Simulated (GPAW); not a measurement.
# Polarising Sc2COS MXene monolayer with a field along the normal

The dipole of the cell at several fields, atoms fixed. What does the strongest field give, and what length does the slope stand for?

Set-up. GPAW 26.7.0, plane waves (500 eV), PAW setups, PBE, 12×12 mesh, a dipole layer in the vacuum; geometry relaxed without an applied field with GPAW. The cell's area is 9.48 Å², and e/ε0 = 180.95 V Å.

What came out, but for one run:

| field (V/Å) | dipole (e Å) |
| --- | --- |
| −0.2 | −0.0464 |
| −0.1 | −0.0111 |
| −0.05 | 0.0066 |
| 0.05 | 0.0419 |
| 0.1 | 0.0595 |
| 0.2 | 0.0948 |
| 0.3 | ? |

To predict: What is the dipole at 0.3 V/Å?

**Working.** A line through the 6 points has the slope α = 0.353 e Å per V/Å and the intercept p₀ = 0.0242 e Å (r.m.s. residual 2.4e−05). At 0.3 V/Å it gives p = 0.0242 + 0.353 × 0.3 = 0.1301 e Å; the run gives 0.1302 e Å, so the response stays linear to 0.0 % of the induced part. Dividing by ε0 and the area: α/(ε0 A) = 0.353 × 180.95 / 9.48 = 6.74 Å, against 5.29 Å between the outer nuclei.

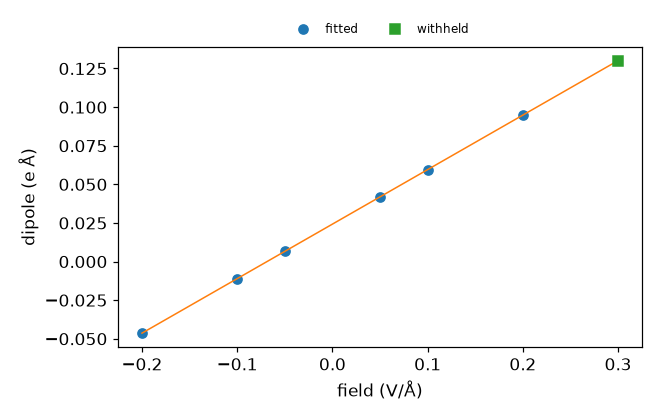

The line and the withheld run.

**Limits.** This is the electronic response alone; ions that move would add to it in polar layers. No run was spin-polarised, so magnetic states weren't tested. Layers with unlike faces were relaxed with their cell in a fully periodic cell without the dipole layer, so their atoms felt a small spurious field.
